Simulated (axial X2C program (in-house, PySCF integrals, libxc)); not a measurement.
# CuLi: from the state search to constants

What are the state, bond length, wavenumber and bond energy of CuLi, and what does spin–orbit coupling change?

Program: an in-house X2C program for linear molecules on PySCF integrals. Level of theory: all-electron X2C, Cu dyall-cv3z, Li dyall-cv3z. These are calculated values, not measurements.

## (1) Set-up

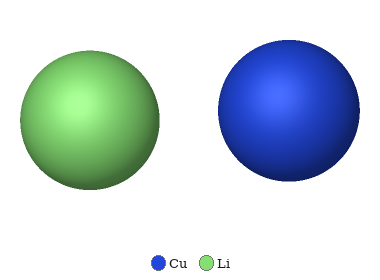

The two atoms at 2.450 Å (copper blue, lithium green).

The input, task.json:

```json
{"zs": [29, 3], "q": 0, "bas": ["dyall-cv3z", "dyall-cv3z"], "levels": ["PBE0", "HF", "M06"], "cc": true, "r0": 2.45, "thr": -2.0, "nmax": 90, "npts": 10, "nst": 2, "ntry": 6}
```

Keys: zs atomic numbers; q charge; bas basis sets; levels methods (HF also brings MP2); cc coupled cluster on or off; r0 starting distance in Å; thr threshold in hartree for freezing inner shells (an s shell follows its p shell); nmax most natural virtual spinors; npts points asked for on the curve; nst determinants followed; ntry starts of the search.

Command:

```console
python so2c.py task.json out
```

Spin-free means the one-electron spin-free X2C Hamiltonian; two-component (2c) means X2C with spin–orbit coupling and atomic mean-field two-electron Coulomb and Gaunt terms. Basis: Cu dyall-cv3z contracted to [9s9p6d3f2g], Li dyall-cv3z contracted to [7s8p2d]; Gaussian nuclei, density fitting. Masses: Cu 62.930 u, Li 7.016 u.

Notation: σ, π±, δ± give the projection m of an orbital's angular momentum (0, ±1, ±2), α and β its spin, Λ and M_S the sums; ω is the projection of a spinor's total angular momentum and Ω the sum. Logs are in hartree.

The results follow Hamiltonian by Hamiltonian and level by level.

## (2) Which state to follow

PBE0 moves the distance from 2.450 Å to 2.281 Å and compares determinants there.

Spin-free determinants:

| ΔE (eV) | state | open shells |
| --- | --- | --- |
| 0.00 | M_S = 0, Λ = 0 | closed shell |
| 2.00 | M_S = 1, Λ = 0 | beyond closed shells: 2 × σα |
| 2.51 | M_S = 1, Λ = 1 | beyond closed shells: σα, π+α |
| 3.00 | M_S = 0, Λ = 1 | beyond closed shells: σα, π+β |
| 3.27 | M_S = 1, Λ = 1 | beyond closed shells: σα, π+α, π+β, π-α |
| 3.44 | M_S = 1, Λ = 2 | beyond closed shells: σα, δ+α, δ+β, δ-α |
| 3.45 | M_S = 0, Λ = 2 | beyond closed shells: σα, δ+α, δ+β, δ-β |

Two-component determinants:

```csv
ΔE (eV),state,open shells
0.00,Ω = 0,closed shell
2.00,Ω = 1,excess of +ω over −ω: 2 × ω = 1/2
2.52,Ω = 2,"excess of +ω over −ω: ω = 1/2, ω = 3/2"
3.00,Ω = 1,"excess of +ω over −ω: ω = -1/2, ω = 3/2"
3.22,Ω = 2,"excess of +ω over −ω: ω = 1/2, ω = 3/2"
3.26,Ω = 1,"excess of +ω over −ω: ω = -1/2, ω = 3/2"
3.35,Ω = 3,"excess of +ω over −ω: ω = 1/2, ω = 5/2"
```

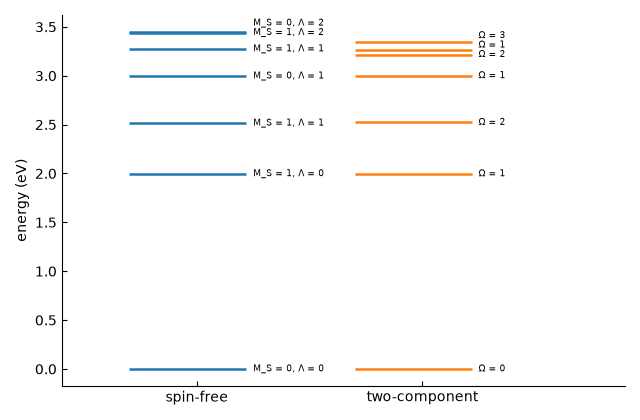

The determinants found, each set from its own lowest.

## (3) PBE0, spin-free

State followed: M_S = 0, Λ = 0 (closed shell). The scan is laid around 2.281 Å, a first estimate of the minimum, and this SCF restarts from the orbitals of the search.

Output at 2.281 Å:

```text
spin-free X2C-1e  PBE0
basis functions 146  fitting functions 771  grid points 5081
iter        total energy     max residual
   1      -1662.101983838     8.56e-06
   2      -1662.101983838     7.65e-06
converged
one-electron -2357.56279647  Coulomb 744.92936109  exact exchange -17.03968294  xc functional -52.61230145  nuclear repulsion 20.18343593
```

Along the bond, energies from the lowest point:

| R (Å) | E (eV) | μ (D) | HOMO (eV) | LUMO (eV) | iterations |
| --- | --- | --- | --- | --- | --- |
| 1.984 | 0.2032 | 4.04 | -4.90 | -1.21 | 10 |
| 2.076 | 0.0883 | 4.18 | -4.84 | -1.26 | 9 |
| 2.144 | 0.0364 | 4.29 | -4.80 | -1.29 | 9 |
| 2.213 | 0.0083 | 4.40 | -4.76 | -1.33 | 9 |
| 2.281 | 0.0000 | 4.51 | -4.72 | -1.38 | 2 |
| 2.361 | 0.0105 | 4.63 | -4.67 | -1.43 | 8 |
| 2.441 | 0.0388 | 4.75 | -4.63 | -1.48 | 9 |
| 2.543 | 0.0948 | 4.90 | -4.58 | -1.55 | 9 |
| 2.669 | 0.1854 | 5.06 | -4.52 | -1.64 | 9 |
| 2.851 | 0.3438 | 5.29 | -4.44 | -1.77 | 9 |

Dipoles are positive if Li is the positive end.

Outer orbitals at the reference distance:

| symmetry | occupied | ε (eV) | atomic character |
| --- | --- | --- | --- |
| σα | yes | -6.10 | 95% Cu d |
| π-α | yes | -5.96 | 98% Cu d |
| π+α | yes | -5.96 | 98% Cu d |
| δ-α | yes | -5.85 | 100% Cu d |
| δ+α | yes | -5.85 | 100% Cu d |
| σα | yes | -4.72 | 52% Cu s, 30% Li s, 12% Li p |
| σα | no | -1.38 | 44% Li p, 34% Li s, 17% Cu p |
| π-α | no | -0.56 | 73% Li p, 26% Cu p |
| π+α | no | -0.56 | 73% Li p, 26% Cu p |
| σα | no | 0.21 | 56% Cu p, 28% Li s, 10% Li p |

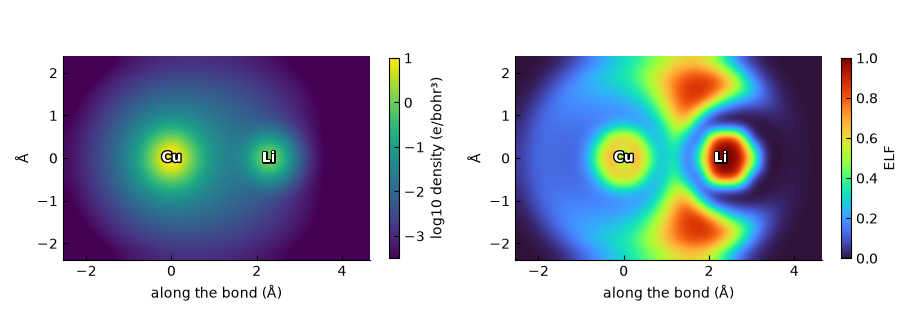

PBE0 fields in a plane through the axis, from a grid of 0.3 Å; Cu lies at z = 0 and Li at z = 2.281 Å; the ELF is damped to zero where the density is low.

Re = 2.280 Å, ωe = 387 cm⁻¹, ωexe = 2.17 cm⁻¹, Be = 0.5139 cm⁻¹, De = 1.72 eV, μ = 4.50 D.

## (4) HF, spin-free

The SCF at the reference distance of 2.281 Å:

```text
spin-free X2C-1e  HF
basis functions 146  fitting functions 771  grid points 5081
iter        total energy     max residual
   1      -1660.608731210     1.25e-01
   2      -1660.633636220     3.44e-02
   3      -1660.631054384     5.23e-02
   4      -1660.640511965     1.71e-03
   5      -1660.640815047     1.69e-03
   6      -1660.640899829     2.00e-04
   7      -1660.640904885     1.06e-04
   8      -1660.640905548     2.04e-05
   9      -1660.640905561     6.37e-06
  10      -1660.640905563     1.50e-06
converged
one-electron -2358.83248140  Coulomb 746.36146948  exact exchange -68.35332957  xc functional 0.00000000  nuclear repulsion 20.18343593
```

Re = 2.471 Å, ωe = 318 cm⁻¹, ωexe = 1.43 cm⁻¹, Be = 0.4372 cm⁻¹, De = 0.482 eV, μ = 3.35 D.

## (5) M06, spin-free

Output at 2.281 Å:

```text
spin-free X2C-1e  M06
basis functions 146  fitting functions 771  grid points 5081
iter        total energy     max residual
   1      -1662.369554360     6.99e-02
   2      -1662.374434468     8.80e-03
   3      -1662.374224131     1.41e-02
   4      -1662.375719461     6.22e-03
   5      -1662.375962317     1.10e-03
   6      -1662.375998779     9.29e-04
   7      -1662.375835150     4.17e-03
   8      -1662.376034262     7.18e-04
   9      -1662.376041113     1.16e-04
  10      -1662.376041343     3.40e-05
  11      -1662.376041358     7.47e-06
  12      -1662.376041362     4.21e-06
  13      -1662.376041362     1.09e-06
converged
one-electron -2357.42865760  Coulomb 744.79667679  exact exchange -18.40111154  xc functional -51.52638494  nuclear repulsion 20.18343593
```

Re = 2.264 Å, ωe = 388 cm⁻¹, ωexe = 2.35 cm⁻¹, Be = 0.521 cm⁻¹, De = 2.14 eV, μ = 5.32 D.

## (6) Correlated methods, spin-free

Correlated methods: 12 electrons correlated (frozen shells, counted by type: Cu 3 s, 2 p; Li 1 s), 222 virtual spinors in MP2, 90 natural virtuals in coupled cluster.

Output of the correlated part at 2.281 Å:

```text
correlated 12  virtual 222  natural virtual 90  E(MP2) -0.560591904  MP2 remainder -0.028335497
iter   CCSD correlation   residual
   1     -0.430816665   2.71e-01
   2     -0.462967680   1.76e-01
   3     -0.469302376   4.97e-02
   4     -0.468776043   2.52e-02
   5     -0.468918088   1.10e-02
   6     -0.469392251   6.22e-03
   7     -0.469388219   2.50e-03
   8     -0.469328527   1.29e-03
   9     -0.469407447   8.08e-04
  10     -0.469368196   4.15e-04
  11     -0.469369348   1.85e-04
  12     -0.469376507   7.46e-05
  13     -0.469374513   4.38e-05
  14     -0.469373962   2.70e-05
  15     -0.469374556   1.64e-05
  16     -0.469374256   8.68e-06
  17     -0.469374140   3.97e-06
  18     -0.469374199   1.97e-06
  19     -0.469374168   1.15e-06
  20     -0.469374161   6.38e-07
(T) -0.024089189  T1 0.0522  D1 0.0988  max T2 0.117
```

T1 in the output is the amplitude norm over the root of the electron number; divide by √2 for the Lee–Taylor value.

MP2: Re = 2.268 Å, ωe = 397 cm⁻¹, Be = 0.5193 cm⁻¹, De = 1.59 eV.

CCSD: Re = 2.307 Å, ωe = 371 cm⁻¹, ωexe = 1.91 cm⁻¹, Be = 0.5018 cm⁻¹, De = 1.71 eV. T1 at Re = 0.037 (Lee–Taylor, the printed value over √2).

CCSD(T): Re = 2.281 Å, ωe = 385 cm⁻¹, ωexe = 1.98 cm⁻¹, Be = 0.5133 cm⁻¹, De = 1.87 eV. T1 at Re = 0.037 (Lee–Taylor, the printed value over √2).

## (7) A higher determinant, spin-free

State: M_S = 1, Λ = 0 (beyond closed shells: 2 × σα).

Output at the reference distance:

```text
spin-free X2C-1e  PBE0
basis functions 146  fitting functions 771  grid points 5081
iter        total energy     max residual
   1      -1662.028611689     4.18e-06
   2      -1662.028611690     3.93e-06
converged
one-electron -2355.15531038  Coulomb 742.59013671  exact exchange -17.04746483  xc functional -52.59940911  nuclear repulsion 20.18343593
```

| R (Å) | E above the lowest PBE0 point (eV) |
| --- | --- |
| 1.984 | 2.504 |
| 2.076 | 2.300 |
| 2.144 | 2.178 |
| 2.213 | 2.078 |
| 2.281 | 1.997 |
| 2.361 | 1.920 |
| 2.441 | 1.860 |
| 2.543 | 1.802 |
| 2.669 | 1.753 |

No constants are quoted: the lowest point is the long end of the scan.

## (8) The spin-free curves together

Energy (eV) of the followed determinant, spin-free, from each level's lowest point:

| R (Å) | PBE0 | HF | MP2 | CCSD | CCSD(T) | M06 |
| --- | --- | --- | --- | --- | --- | --- |
| 1.984 | 0.203 | 0.426 | 0.195 | n/a | n/a | 0.183 |
| 2.076 | 0.088 | 0.258 | 0.081 | 0.106 | 0.089 | 0.075 |
| 2.144 | 0.036 | 0.165 | 0.031 | 0.049 | 0.037 | 0.028 |
| 2.213 | 0.008 | 0.097 | 0.006 | 0.014 | 0.009 | 0.004 |
| 2.281 | 0.000 | 0.049 | 0.000 | 0.000 | 0.000 | 0.000 |
| 2.361 | 0.011 | 0.015 | 0.014 | 0.003 | 0.010 | 0.014 |
| 2.441 | 0.039 | 0.000 | 0.046 | 0.024 | 0.038 | 0.045 |
| 2.543 | 0.095 | 0.005 | 0.108 | 0.071 | 0.093 | 0.104 |
| 2.669 | 0.185 | 0.038 | 0.205 | n/a | n/a | 0.195 |
| 2.851 | 0.344 | 0.126 | 0.375 | n/a | n/a | 0.351 |

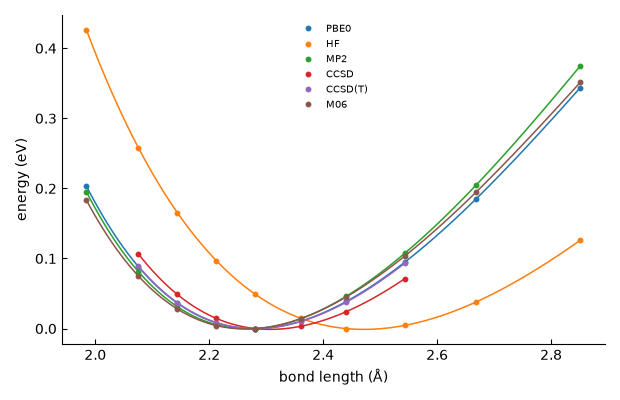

Curves of the followed state, spin-free, each from its own lowest point.

## (9) PBE0, 2c

State followed: Ω = 0 (closed shell). The scan is laid around 2.281 Å, a first estimate of the minimum, and this SCF restarts from the orbitals of the search.

Output at 2.281 Å:

```text
two-component X2C + atomic mean field  PBE0
basis functions 146  fitting functions 771  grid points 5081
iter        total energy     max residual
   1      -1661.619435014     3.01e-05
   2      -1661.619434992     8.91e-05
   3      -1661.619435018     7.72e-06
   4      -1661.619435018     6.16e-07
converged
one-electron -2356.35319718  Coulomb 744.69048783  exact exchange -17.03467014  xc functional -52.59667487  nuclear repulsion 20.18343593  atomic mean-field constant -0.50881659
```

Along the bond, energies from the lowest point:

| R (Å) | E (eV) | μ (D) | HOMO (eV) | LUMO (eV) | iterations |
| --- | --- | --- | --- | --- | --- |
| 1.984 | 0.2035 | 4.03 | -4.90 | -1.21 | 10 |
| 2.076 | 0.0885 | 4.18 | -4.84 | -1.26 | 9 |
| 2.144 | 0.0365 | 4.29 | -4.80 | -1.30 | 9 |
| 2.213 | 0.0083 | 4.40 | -4.76 | -1.33 | 9 |
| 2.281 | 0.0000 | 4.50 | -4.72 | -1.38 | 4 |
| 2.361 | 0.0104 | 4.63 | -4.67 | -1.43 | 8 |
| 2.441 | 0.0386 | 4.75 | -4.63 | -1.48 | 9 |
| 2.543 | 0.0945 | 4.89 | -4.58 | -1.55 | 9 |
| 2.669 | 0.1850 | 5.06 | -4.52 | -1.64 | 9 |
| 2.851 | 0.3432 | 5.28 | -4.44 | -1.77 | 9 |

Dipoles are positive if Li is the positive end.

Outer spinors at the reference distance:

```
  ω  occupied  ε (eV)              atomic character     λ mixture
1/2       yes   -6.20                      96% Cu d  66% σ, 34% π
3/2       yes   -6.05                      99% Cu d  62% δ, 38% π
1/2       yes   -5.93                      97% Cu d  66% π, 34% σ
3/2       yes   -5.83                      99% Cu d  62% π, 38% δ
5/2       yes   -5.76                     100% Cu d        100% δ
1/2       yes   -4.72  52% Cu s, 30% Li s, 12% Li p        100% σ
1/2        no   -1.38  44% Li p, 34% Li s, 17% Cu p        100% σ
1/2        no   -0.56            73% Li p, 26% Cu p        100% π
3/2        no   -0.55            73% Li p, 26% Cu p        100% π
1/2        no    0.21  56% Cu p, 28% Li s, 10% Li p        100% σ
```

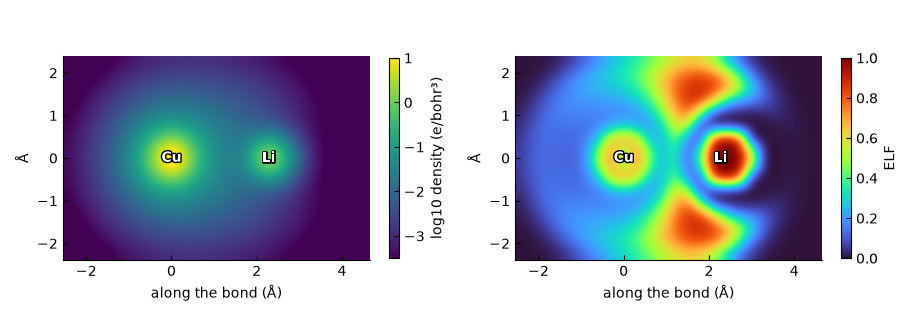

PBE0 fields in a plane through the axis, from a grid of 0.3 Å; Cu lies at z = 0 and Li at z = 2.281 Å; the ELF is damped to zero where the density is low.

Re = 2.280 Å, ωe = 387 cm⁻¹, ωexe = 2.17 cm⁻¹, Be = 0.5138 cm⁻¹, De = 1.72 eV, μ = 4.50 D.

## (10) HF, 2c

The SCF at the reference distance of 2.281 Å:

```text
two-component X2C + atomic mean field  HF
basis functions 146  fitting functions 771  grid points 5081
iter        total energy     max residual
   1      -1660.126770550     1.24e-01
   2      -1660.151673703     3.46e-02
   3      -1660.149109710     5.23e-02
   4      -1660.158536301     1.73e-03
   5      -1660.158839133     1.71e-03
   6      -1660.158923827     2.07e-04
   7      -1660.158928896     1.05e-04
   8      -1660.158929562     2.02e-05
   9      -1660.158929576     6.19e-06
  10      -1660.158929578     1.43e-06
converged
one-electron -2357.62143631  Coulomb 746.12109678  exact exchange -68.33320939  xc functional 0.00000000  nuclear repulsion 20.18343593  atomic mean-field constant -0.50881659
```

Re = 2.472 Å, ωe = 318 cm⁻¹, ωexe = 1.43 cm⁻¹, Be = 0.4371 cm⁻¹, De = 0.481 eV, μ = 3.35 D.

## (11) M06, 2c

The SCF at the reference distance of 2.281 Å:

```text
two-component X2C + atomic mean field  M06
basis functions 146  fitting functions 771  grid points 5081
iter        total energy     max residual
   1      -1661.887065062     6.99e-02
   2      -1661.891952112     8.80e-03
   3      -1661.891740185     1.42e-02
   4      -1661.893234407     6.26e-03
   5      -1661.893478884     1.10e-03
   6      -1661.893515395     9.28e-04
   7      -1661.893355132     4.14e-03
   8      -1661.893551137     7.02e-04
   9      -1661.893557689     1.13e-04
  10      -1661.893557912     3.32e-05
  11      -1661.893557926     7.17e-06
  12      -1661.893557930     4.01e-06
  13      -1661.893557930     1.11e-06
converged
one-electron -2356.21875617  Coulomb 744.55750951  exact exchange -18.39569956  xc functional -51.51123105  nuclear repulsion 20.18343593  atomic mean-field constant -0.50881659
```

Re = 2.264 Å, ωe = 388 cm⁻¹, ωexe = 2.34 cm⁻¹, Be = 0.5209 cm⁻¹, De = 2.14 eV, μ = 5.31 D.

## (12) MP2 and beyond, 2c

Correlated methods: 12 electrons correlated (frozen shells, counted by type: Cu 3 s, 2 p; Li 1 s), 222 virtual spinors in MP2, 90 natural virtuals in coupled cluster.

Output of the correlated part at 2.281 Å:

```text
correlated 12  virtual 222  natural virtual 90  E(MP2) -0.560284737  MP2 remainder -0.028738737
iter   CCSD correlation   residual
   1     -0.430367714   2.71e-01
   2     -0.462465847   1.76e-01
   3     -0.468771920   4.96e-02
   4     -0.468247067   2.52e-02
   5     -0.468386584   1.10e-02
   6     -0.468862279   6.22e-03
   7     -0.468856633   2.49e-03
   8     -0.468797849   1.29e-03
   9     -0.468876811   8.06e-04
  10     -0.468837442   4.13e-04
  11     -0.468838741   1.85e-04
  12     -0.468845919   7.63e-05
  13     -0.468843889   4.59e-05
  14     -0.468843325   2.87e-05
  15     -0.468843955   1.73e-05
  16     -0.468843626   9.18e-06
  17     -0.468843506   4.24e-06
  18     -0.468843566   2.20e-06
  19     -0.468843531   1.35e-06
  20     -0.468843523   7.88e-07
(T) -0.024036328  T1 0.0521  D1 0.0987  max T2 0.117
```

MP2: Re = 2.268 Å, ωe = 396 cm⁻¹, Be = 0.5191 cm⁻¹, De = 1.59 eV.

CCSD: Re = 2.307 Å, ωe = 371 cm⁻¹, ωexe = 1.91 cm⁻¹, Be = 0.5018 cm⁻¹, De = 1.71 eV. T1 at Re = 0.037 (Lee–Taylor, the printed value over √2).

CCSD(T): Re = 2.281 Å, ωe = 385 cm⁻¹, ωexe = 1.98 cm⁻¹, Be = 0.5131 cm⁻¹, De = 1.87 eV. T1 at Re = 0.037 (Lee–Taylor, the printed value over √2).

## (13) A higher determinant, 2c

State: Ω = 1 (excess of +ω over −ω: 2 × ω = 1/2).

Output at the reference distance:

```text
two-component X2C + atomic mean field  PBE0
basis functions 146  fitting functions 771  grid points 5081
iter        total energy     max residual
   1      -1661.546085777     2.12e-05
   2      -1661.546085784     4.17e-05
   3      -1661.546085791     1.26e-05
   4      -1661.546085796     6.47e-06
   5      -1661.546085798     9.49e-07
   6      -1661.546085798     5.21e-07
converged
one-electron -2353.94470123  Coulomb 742.35018079  exact exchange -17.04243436  xc functional -52.58375034  nuclear repulsion 20.18343593  atomic mean-field constant -0.50881659
```

| R (Å) | E above the lowest PBE0 point (eV) |
| --- | --- |
| 1.984 | 2.503 |
| 2.076 | 2.300 |
| 2.144 | 2.178 |
| 2.213 | 2.078 |
| 2.281 | 1.996 |
| 2.361 | 1.919 |
| 2.441 | 1.859 |
| 2.543 | 1.801 |
| 2.669 | 1.752 |

No constants are quoted: the lowest point is the long end of the scan.

## (14) The 2c curves together

Energy (eV) of the followed determinant, 2c, from each level's lowest point:

| R (Å) | PBE0 | HF | MP2 | CCSD | CCSD(T) | M06 |
| --- | --- | --- | --- | --- | --- | --- |
| 1.984 | 0.203 | 0.426 | 0.196 | n/a | n/a | 0.183 |
| 2.076 | 0.089 | 0.258 | 0.082 | 0.107 | 0.089 | 0.075 |
| 2.144 | 0.037 | 0.166 | 0.031 | 0.049 | 0.037 | 0.028 |
| 2.213 | 0.008 | 0.097 | 0.006 | 0.015 | 0.009 | 0.004 |
| 2.281 | 0.000 | 0.049 | 0.000 | 0.000 | 0.000 | 0.000 |
| 2.361 | 0.010 | 0.015 | 0.014 | 0.003 | 0.010 | 0.014 |
| 2.441 | 0.039 | 0.000 | 0.046 | 0.024 | 0.038 | 0.045 |
| 2.543 | 0.094 | 0.004 | 0.107 | 0.071 | 0.093 | 0.103 |
| 2.669 | 0.185 | 0.038 | 0.204 | n/a | n/a | 0.195 |
| 2.851 | 0.343 | 0.126 | 0.374 | n/a | n/a | 0.351 |

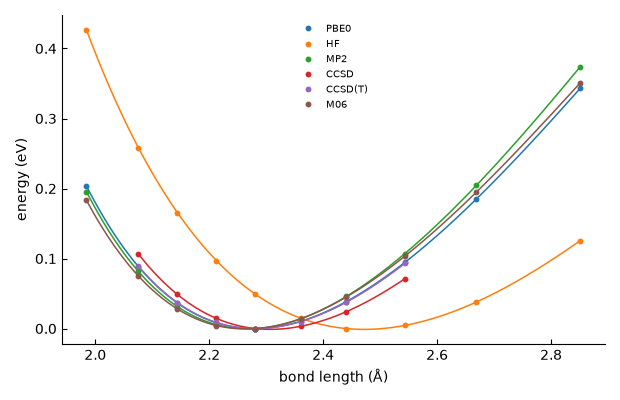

Curves of the followed state, 2c, each from its own lowest point.

The whole job took 2 min on 1 thread of Arm Neoverse V2, shared host.

## (15) Results

Lowest determinant that the search found at its distance, spin-free: M_S = 0, Λ = 0 (closed shell).

Lowest determinant that the search found at its distance, 2c: Ω = 0 (closed shell).

```csv
Hamiltonian,level,Re (Å),ωe (cm⁻¹),De (eV),μ (D)
spin-free,PBE0,2.280,387,1.72,4.50
spin-free,HF,2.471,318,0.482,3.35
spin-free,MP2,2.268,397,1.59,n/a
spin-free,CCSD,2.307,371,1.71,n/a
spin-free,CCSD(T),2.281,385,1.87,n/a
spin-free,M06,2.264,388,2.14,5.32
2c,PBE0,2.280,387,1.72,4.50
2c,HF,2.472,318,0.481,3.35
2c,MP2,2.268,396,1.59,n/a
2c,CCSD,2.307,371,1.71,n/a
2c,CCSD(T),2.281,385,1.87,n/a
2c,M06,2.264,388,2.14,5.31
```

Dipoles are positive if Li is the positive end.

Time per point (s) on 1 thread of Arm Neoverse V2, shared host (2c runs; CCSD comes with the CCSD(T) run); the times are rough: PBE0 0.19, HF 0.11, MP2 0.28, CCSD(T) 5.5, M06 0.39.

What this shows: At CCSD(T), going from spin-free to two-component changes Re by 0 mÅ, ωe by -0.1 %; the spin-free picture holds up (part of it comes from the scalar share of the two-electron terms). De moves by 0.00 eV; both De rest on single-determinant atoms, which can miss part of an open shell's spin–orbit lowering.

De refers to Cu + Li, each in the lowest determinant found, which need not be this curve's own limit. The state is a single determinant with fixed occupations, the lowest that a limited PBE0 search found. Closed shells are restricted here (equal orbitals for both partners), which fails at long range if the bond breaks into open shells. Dissociation energies refer to the lowest single-determinant-based atoms at the same level and basis. Coupled cluster ran in a truncated set of natural virtual spinors; the MP2 energy of the rest was added. The meta-GGAs lack a current-density term, which matters for open shells with orbital currents, atoms included. T1 at Re is 0.037 (Lee–Taylor), above the customary mark of 0.02.
